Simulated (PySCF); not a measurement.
# C₄H₉BO: excited states, first hyperpolarisability

What do calculations give for the excited states, first hyperpolarisability of C₄H₉BO (`CB(C)/C=C/O`)?

Computed with PySCF 2.14.0 and routines of our own; the level stands in each step. Atoms count from 0.

## (1) The system as given

15 atoms, charge 0, multiplicity 1; geometry from: GFN2-xTB.

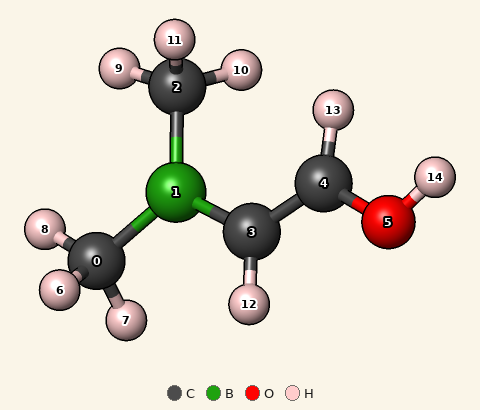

The starting geometry (carbon dark grey, boron green, oxygen red, hydrogen pink).

## (2) Optimising the geometry at PBE0-D3(BJ)/def2-SVP

What the job is given:

```
{"job": {"xc": "PBE0", "basis": "def2-SVP", "d3": "d3bj", "grid": 2, "kind": "geom"}, "charge": 0, "multiplicity": 1}
C     -1.438803    -1.560584    -0.279975
B     -0.576586    -0.271781     0.025666
C     -1.266173     1.099295     0.419274
C      0.954515    -0.398488    -0.073013
C      1.824859     0.591414     0.151163
O      3.166852     0.419474     0.048784
H     -1.163183    -2.373376     0.391335
H     -1.234664    -1.928228    -1.285136
H     -2.512422    -1.412513    -0.195287
H     -2.351421     1.040528     0.450864
H     -1.006117     1.888560    -0.284804
H     -0.932438     1.442928     1.397469
H      1.399701    -1.349242    -0.343317
H      1.490797     1.585970     0.426551
H      3.640668     1.234031     0.243618
```

Command:

```sh
$ OMP_NUM_THREADS=1 python excited_run.py task.json out
```

The driver reads the jobs from task.json and runs them one after another.

What it wrote:

```text
step   0  E = -257.42166553  max force = 0.020214
step   1  E = -257.42296275  max force = 0.004916
step   2  E = -257.42321449  max force = 0.005061
step   3  E = -257.42320440  max force = 0.004213
step   4  E = -257.42337739  max force = 0.001652
step   5  E = -257.42339234  max force = 0.000613
step   6  E = -257.42340241  max force = 0.000709
step   7  E = -257.42340609  max force = 0.000098
optimisation converged
```

Run time: 50 s. Hardware: 1 thread of Arm Neoverse V2, shared host; peak memory 0.7 GiB.

Along the way:

| step | energy from step 0 (eV) | largest force component (eV/Å) |
| --- | --- | --- |
| 0 | 0.0000 | 1.0394 |
| 1 | -0.0353 | 0.2528 |
| 2 | -0.0421 | 0.2602 |
| 3 | -0.0419 | 0.2166 |
| 4 | -0.0466 | 0.0849 |
| 5 | -0.0470 | 0.0315 |
| 6 | -0.0473 | 0.0365 |
| 7 | -0.0474 | 0.0050 |

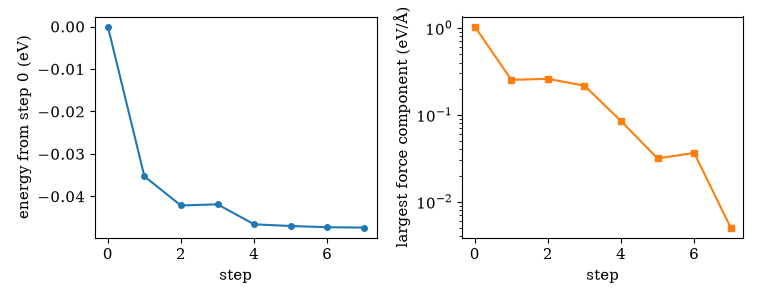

Energy and force, step by step.

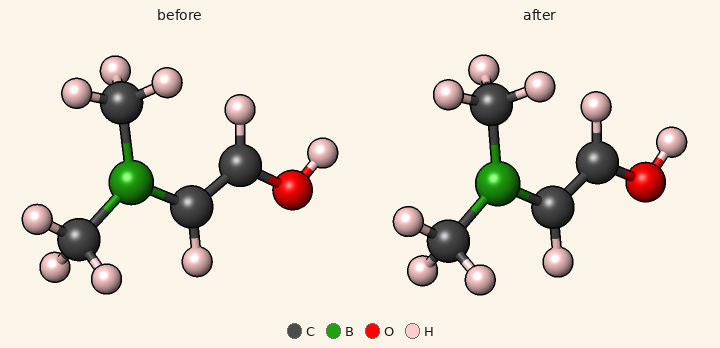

Before and after, at one scale.

Distances of close pairs at the start and the end, largest changes first:

| bond | before (Å) | after (Å) | change (Å) |
| --- | --- | --- | --- |
| C4–O5 | 1.357 | 1.340 | -0.017 |
| C0–H6 | 1.090 | 1.105 | +0.016 |
| C2–H11 | 1.089 | 1.104 | +0.015 |
| C0–H7 | 1.090 | 1.104 | +0.015 |
| C2–H10 | 1.089 | 1.104 | +0.015 |
| C4–H13 | 1.085 | 1.099 | +0.014 |
| C3–H12 | 1.084 | 1.098 | +0.013 |
| C0–H8 | 1.087 | 1.100 | +0.013 |

The end geometry stands in the next job.

| at the end point | value |
| --- | --- |
| rotational constants (GHz, main isotopes) | 6.893, 1.776, 1.437 |
| dipole moment (D) | 2.65 |

## (3) Excited states: TDA wB97X-D/def2-TZVPD

What the job is given:

```
{"job": {"kind": "states", "xc": "wB97X-D", "basis": "def2-TZVPD", "tda": true, "soc": true, "nstates": 6, "ntriplets": 5, "nquad": 4}, "charge": 0, "multiplicity": 1}
C     -1.420514    -1.621116    -0.132006
B     -0.560214    -0.312980     0.072730
C     -1.230308     1.043676     0.550827
C      0.958628    -0.403544    -0.191111
C      1.784850     0.650930    -0.050867
O      3.104511     0.592838    -0.275856
H     -1.063536    -2.405374     0.560456
H     -1.252632    -2.035665    -1.141838
H     -2.502635    -1.497600     0.019865
H     -2.322948     0.976276     0.656320
H     -1.012565     1.872109    -0.145353
H     -0.822625     1.355467     1.528737
H      1.429569    -1.342543    -0.509029
H      1.401551     1.632301     0.261769
H      3.502480     1.454873    -0.120656
```

Level: TDA wB97X-D/def2-TZVPD excited states, vertical, gas phase, spin-orbit mean-field couplings.

What it wrote:

```text
coarse grid: 12096 points
cycle   1  E = -257.8493540079  dE =  6.991e-01  |g| = 6.635e-01  |ddm| = 3.590e+00
cycle   2  E = -257.8625662829  dE = -1.321e-02  |g| = 6.765e-01  |ddm| = 2.092e+00
cycle   3  E = -257.9432936068  dE = -8.073e-02  |g| = 6.799e-02  |ddm| = 7.001e-01
cycle   4  E = -257.9441201546  dE = -8.265e-04  |g| = 3.160e-02  |ddm| = 1.360e-01
cycle   5  E = -257.9443396141  dE = -2.195e-04  |g| = 9.419e-03  |ddm| = 7.322e-02
cycle   6  E = -257.9443597833  dE = -2.017e-05  |g| = 2.653e-03  |ddm| = 2.069e-02
cycle   7  E = -257.9443622030  dE = -2.420e-06  |g| = 7.084e-04  |ddm| = 7.395e-03
final grid: 115600 points
cycle   8  E = -257.9290474807  dE = -1.956e-04  |g| = 6.350e-03  |ddm| = 6.899e-01
cycle   9  E = -257.9290525382  dE = -5.057e-06  |g| = 4.850e-03  |ddm| = 7.900e-02
cycle  10  E = -257.9290569495  dE = -4.411e-06  |g| = 8.883e-04  |ddm| = 1.023e-02
cycle  11  E = -257.9290570873  dE = -1.378e-07  |g| = 5.261e-04  |ddm| = 5.707e-03
cycle  12  E = -257.9290571463  dE = -5.901e-08  |g| = 7.077e-05  |ddm| = 2.162e-03
cycle  13  E = -257.9290571495  dE = -3.150e-09  |g| = 4.800e-05  |ddm| = 4.747e-04
cycle  14  E = -257.9290571502  dE = -7.768e-10  |g| = 9.396e-06  |ddm| = 2.058e-04
converged SCF energy = -257.9290571502

Singlet excitations
state   eV       nm        f     d(h-e)  d(exc)  Lambda  PR(NTO)  |dmu|/D   mu/D   main configurations
  1   5.9636   207.9   0.47703   1.064   2.759   0.707   1.099    3.140    4.837   H->L 0.93
  2   6.0736   204.1   0.00281   2.099   3.746   0.244   1.021    9.278    6.957   H->L+1 0.86
  3   6.1541   201.5   0.00066   0.976   2.732   0.453   1.024    3.365    2.813   H-1->L 0.92
  4   6.3801   194.3   0.00011   0.765   2.639   0.458   1.024    2.089    0.949   H-2->L 0.93
  5   6.9009   179.7   0.02556   0.998   4.184   0.211   1.017                     H->L+2 0.70, H->L+4 0.09
  6   7.3351   169.0   0.00003   0.677   4.068   0.199   1.017                     H->L+3 0.70, H->L+2 0.09, H->L+4 0.09

Triplet excitations (Tamm-Dancoff)
state   eV     d(h-e)  d(exc)  Lambda  PR(NTO)   main configurations
  1   3.6807   0.353   2.329   0.708   1.004   H->L 0.92
  2   5.7554   0.906   2.649   0.452   1.019   H-1->L 0.92
  3   5.9520   0.871   2.735   0.428   1.347   H-2->L 0.81, H->L+1 0.12
  4   6.0011   1.951   3.569   0.273   1.338   H->L+1 0.71, H-2->L 0.13, H->L+2 0.08
  5   6.8713   1.087   4.025   0.243   1.015   H->L+2 0.58, H->L+4 0.09
S1 - T1 = 2.2830 eV

Spin-orbit couplings |<S|Hso|T>| (cm-1)
             T1       T2       T3       T4       T5
S0        0.029    0.948    7.809   10.471    5.584
S1        0.041    3.322    2.481    3.655    2.024
S2        3.198    0.280    0.766    0.100    0.751
S3        1.792    0.723    7.019    2.860    0.414
S4        3.248    7.505    0.453    0.494    0.352
S5        3.246    0.277    0.129    0.379    0.761
S6        2.108    0.054    0.128    0.451    1.078
T1 sublevels (cm-1): 0.000 0.000 0.000   radiative rates (1/s): 0.383 4.66e-05 0.0325
```

Run time: 70 s. Hardware: 1 thread of Arm Neoverse V2, shared host; peak memory 1.1 GiB.

From this job:

| quantity | value |
| --- | --- |
| S1 less T1 | 2.28 eV |

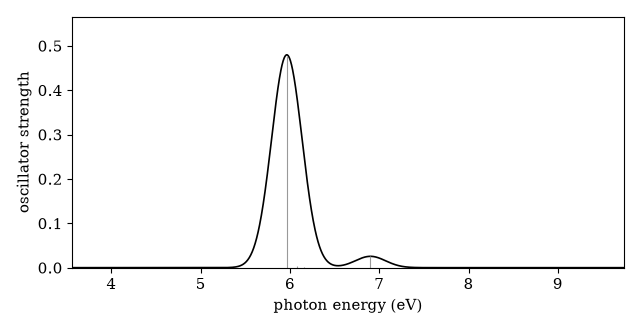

Absorption lines of the singlets. Lines are broadened to a width of 0.40 eV (Gaussian).

Orbitals, density, ELF and potential are computed afterwards from the orbital file.

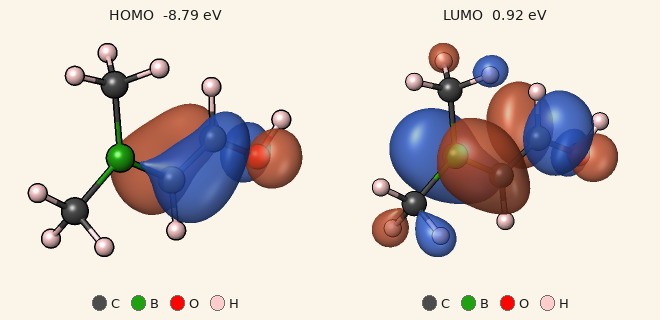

Frontier orbitals at wB97X-D/def2-TZVPD; each surface holds 70 % of the orbital's density, blue and red mark the sign.

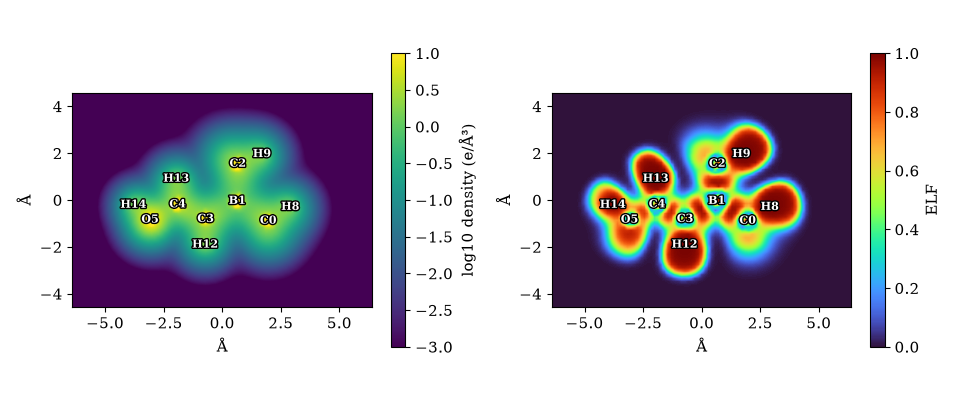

Density (left) and ELF (right) in a plane through or near 11 of the atoms.

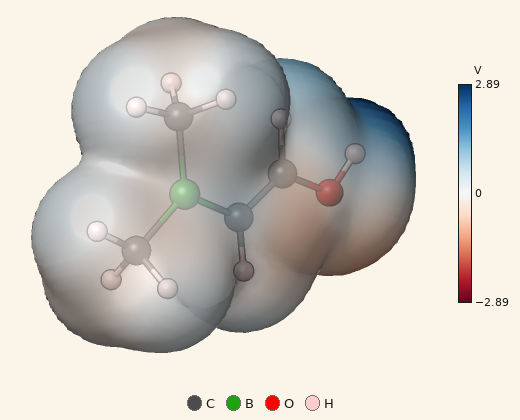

Electrostatic potential on the surface of density 0.002 e/bohr³; red is low, blue high. It runs from -1.00 V near O5 to 2.89 V near H14.

## (4) Excited states: TDDFT CAM-B3LYP/def2-TZVPD

The job, as its differences from that of step 3:

```diff
@@ -1,2 +1,2 @@
-{"job": {"kind": "states", "xc": "wB97X-D", "basis": "def2-TZVPD", "tda": true, "soc": true, "nstates": 6, "ntriplets": 5, "nquad": 4}, "charge": 0, "multiplicity": 1}
+{"job": {"kind": "states", "xc": "CAM-B3LYP", "basis": "def2-TZVPD", "tpa": true, "nstates": 8, "nquad": 6, "ntriplets": 0}, "charge": 0, "multiplicity": 1}
 C     -1.420514    -1.621116    -0.132006
```

Method: TDDFT CAM-B3LYP/def2-TZVPD excited states, vertical, gas phase, two-photon moments by quadratic response.

What it wrote:

```text
coarse grid: 12096 points
cycle   1  E = -257.7803462071  dE =  6.603e-01  |g| = 6.979e-01  |ddm| = 3.580e+00
cycle   2  E = -257.7707086687  dE =  9.638e-03  |g| = 7.798e-01  |ddm| = 2.129e+00
cycle   3  E = -257.8841168544  dE = -1.134e-01  |g| = 7.685e-02  |ddm| = 8.660e-01
cycle   4  E = -257.8850899099  dE = -9.731e-04  |g| = 3.505e-02  |ddm| = 1.322e-01
cycle   5  E = -257.8853469035  dE = -2.570e-04  |g| = 9.605e-03  |ddm| = 5.831e-02
cycle   6  E = -257.8853655655  dE = -1.866e-05  |g| = 3.199e-03  |ddm| = 1.716e-02
cycle   7  E = -257.8853683433  dE = -2.778e-06  |g| = 6.800e-04  |ddm| = 4.924e-03
final grid: 115600 points
cycle   8  E = -257.8774323598  dE = -5.367e-05  |g| = 4.743e-03  |ddm| = 2.570e-01
cycle   9  E = -257.8774340999  dE = -1.740e-06  |g| = 3.998e-03  |ddm| = 2.105e-02
cycle  10  E = -257.8774376572  dE = -3.557e-06  |g| = 2.917e-04  |ddm| = 5.606e-03
cycle  11  E = -257.8774376647  dE = -7.526e-09  |g| = 2.890e-04  |ddm| = 1.212e-03
cycle  12  E = -257.8774376808  dE = -1.608e-08  |g| = 3.413e-05  |ddm| = 3.899e-04
cycle  13  E = -257.8774376812  dE = -3.956e-10  |g| = 1.380e-05  |ddm| = 9.558e-05
converged SCF energy = -257.8774376812

Singlet excitations
state   eV       nm        f     d(h-e)  d(exc)  Lambda  PR(NTO)  |dmu|/D   mu/D   delta(TPA)   sigma/GM   main configurations
  1   5.6241   220.5   0.36299   0.982   2.736   0.698   1.141    2.854    4.504      235.67      2.731   H->L 0.97
  2   5.7408   216.0   0.00077   2.292   3.728   0.258   1.008    9.831    7.575        2.67      0.032   H->L+1 0.93
  3   6.1010   203.2   0.00008   0.990   2.734   0.453   1.020    3.483    2.802        0.52      0.007   H-1->L 0.94
  4   6.3256   196.0   0.00011   0.701   2.629   0.455   1.024    1.869    1.104        0.46      0.007   H-2->L 0.95
  5   6.6979   185.1   0.01928   1.309   4.275   0.217   1.012    4.586    6.742        6.48      0.106   H->L+2 0.81
  6   7.0678   175.4   0.00009   0.636   4.030   0.214   1.012    2.986    0.956       20.13      0.368   H->L+3 0.76, H->L+4 0.09
  7   7.6462   162.2   0.01334   0.500   3.668   0.322   1.041                                            H->L+5 0.83, H->L+7 0.10
  8   7.7242   160.5   0.05515   0.676   3.974   0.202   1.062                                            H-1->L+1 0.47, H-1->L+2 0.46
```

It took 89 s on 1 thread of Arm Neoverse V2, shared host; peak memory 1.2 GiB.

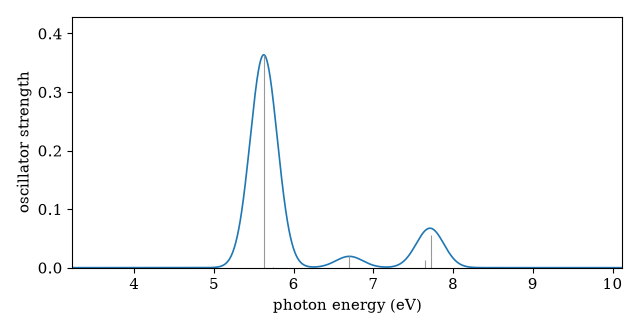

Absorption lines of the singlets. Lines are broadened to a width of 0.40 eV (Gaussian).

## (5) First hyperpolarisability: quadratic response CAM-B3LYP/def2-TZVPD

The job, as its differences from that of step 4:

```diff
@@ -1,2 +1,2 @@
-{"job": {"kind": "states", "xc": "CAM-B3LYP", "basis": "def2-TZVPD", "tpa": true, "nstates": 8, "nquad": 6, "ntriplets": 0}, "charge": 0, "multiplicity": 1}
+{"job": {"kind": "beta", "xc": "CAM-B3LYP", "basis": "def2-TZVPD"}, "charge": 0, "multiplicity": 1}
 C     -1.420514    -1.621116    -0.132006
```

With the program's defaults for keys left out, this is: quadratic response CAM-B3LYP/def2-TZVPD first hyperpolarisability, Taylor convention, gas phase.

What it wrote:

```text
coarse grid: 12096 points
cycle   1  E = -257.7803462071  dE =  6.603e-01  |g| = 6.979e-01  |ddm| = 3.580e+00
cycle   2  E = -257.7707086687  dE =  9.638e-03  |g| = 7.798e-01  |ddm| = 2.129e+00
cycle   3  E = -257.8841168544  dE = -1.134e-01  |g| = 7.685e-02  |ddm| = 8.660e-01
cycle   4  E = -257.8850899099  dE = -9.731e-04  |g| = 3.505e-02  |ddm| = 1.322e-01
cycle   5  E = -257.8853469035  dE = -2.570e-04  |g| = 9.605e-03  |ddm| = 5.831e-02
cycle   6  E = -257.8853655655  dE = -1.866e-05  |g| = 3.199e-03  |ddm| = 1.716e-02
cycle   7  E = -257.8853683433  dE = -2.778e-06  |g| = 6.800e-04  |ddm| = 4.924e-03
final grid: 115600 points
cycle   8  E = -257.8774323598  dE = -5.367e-05  |g| = 4.743e-03  |ddm| = 2.570e-01
cycle   9  E = -257.8774340999  dE = -1.740e-06  |g| = 3.998e-03  |ddm| = 2.105e-02
cycle  10  E = -257.8774376572  dE = -3.557e-06  |g| = 2.917e-04  |ddm| = 5.606e-03
cycle  11  E = -257.8774376647  dE = -7.526e-09  |g| = 2.890e-04  |ddm| = 1.212e-03
cycle  12  E = -257.8774376808  dE = -1.608e-08  |g| = 3.413e-05  |ddm| = 3.899e-04
cycle  13  E = -257.8774376812  dE = -3.956e-10  |g| = 1.380e-05  |ddm| = 9.558e-05
converged SCF energy = -257.8774376812

Lowest singlets (eV, f): 5.6241 0.3630  5.7408 0.0008  6.1010 0.0001

First hyperpolarisability (au)
process     nm      |vector|   parallel      HRS      DR
static         -      412.06     145.62     172.24   4.846
shg       1907.0      440.70     156.64     184.03   4.855
eope      1907.0      421.25     149.15          -       -
shg       1064.0      517.63     186.39     215.74   4.866
eope      1064.0      442.85     157.47          -       -
```

It took 66 s on 1 thread of Arm Neoverse V2, shared host; peak memory 1.2 GiB.

## (6) Excited states: wB97X-D/def2-TZVPD in carbondisulfide

The job, as its differences from that of step 5:

```diff
@@ -1,2 +1,2 @@
-{"job": {"kind": "beta", "xc": "CAM-B3LYP", "basis": "def2-TZVPD"}, "charge": 0, "multiplicity": 1}
+{"job": {"kind": "states", "xc": "wB97X-D", "basis": "def2-TZVPD", "tda": true, "soc": true, "nstates": 6, "ntriplets": 5, "nquad": 4, "solvent": "carbondisulfide"}, "charge": 0, "multiplicity": 1}
 C     -1.420514    -1.621116    -0.132006
```

With the program's defaults for keys left out, this is: wB97X-D/def2-TZVPD.

What it wrote:

```text
KeyError: 'carbondisulfide'
```

Hardware: 1 thread of Arm Neoverse V2, shared host.

Diagnosis: The input was refused with the message shown. Cure: check the setting that the message names.

## (7) Results

```
                                                  quantity                                                value
                      rotational constants (main isotopes)                                 6.89, 1.78, 1.44 GHz
               S1 less T1 (step 3, TDA wB97X-D/def2-TZVPD)                                              2.28 eV
                     surface potential, least and greatest                                   -1.00 V and 2.89 V
β vector (step 5, quadratic response CAM-B3LYP/def2-TZVPD)  static 412, SHG 1907.0 nm 441, SHG 1064.0 nm 518 au
                                                      runs                   1 failed, 0 ended on unsound input
```

The optimisation took 7 steps and gained 0.047 eV; among the close pairs (by a distance rule), C4–O5 changed most, from 1.357 to 1.340 Å. No frequency check was run at this level, so the end point may be a saddle. In step 3, the number of triplets below S1 is 3, and the largest singlet-triplet spin-orbit coupling is S0–T4, 10.47 cm⁻¹. β grows from 412 au (static) to 518 au for doubling at 1064.0 nm: normal dispersion, which grows as twice the photon energy moves toward the bright states.
